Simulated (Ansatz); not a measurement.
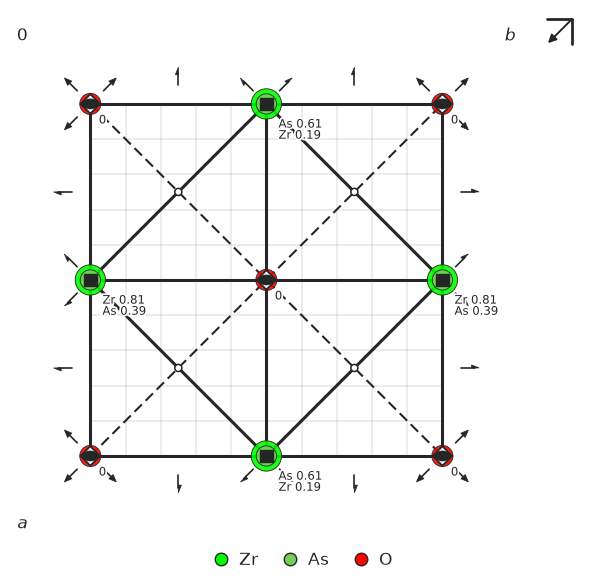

Plan of a unit cell projected along c (a down the page, b across); the numbers are heights as fractions of c, and atoms on the cell's edges are repeated. The grid marks tenths of a and b. The symmetry elements are drawn over the atoms. Graphical symbols as in the International Tables (origin upper left, heights as fractions; handed screw axes are marked by their printed symbols). Source: coordinates from a relaxation (final pressure about 22 GPa) with DFT, PAW plane waves, r2scan (Ansatz 0.2.0); the starting structure was generated, so it need not be a known form of this composition. The drawing is computed from the coordinates (standard cell, symmetry found to 0.002 Å).

a = 3.463 Å, b = 3.463 Å, c = 6.648 Å, α = 90.00°, β = 90.00°, γ = 90.00°.

What does the cell contain?

Answer. 2 Zr, 2 As, 2 O: ZrAsO, Z = 2.

Which space group?

Answer. P4/nmm, No. 129, origin choice 1, primitive tetragonal.

Give the independent sites, coordinates to two places.

Answer.
```csv
atom,site,symmetry,x,y,z
Zr,2c,4mm,0.00,0.50,0.19
As,2c,4mm,0.00,0.50,0.61
O,2a,-4m2,0.00,0.00,0.00
```
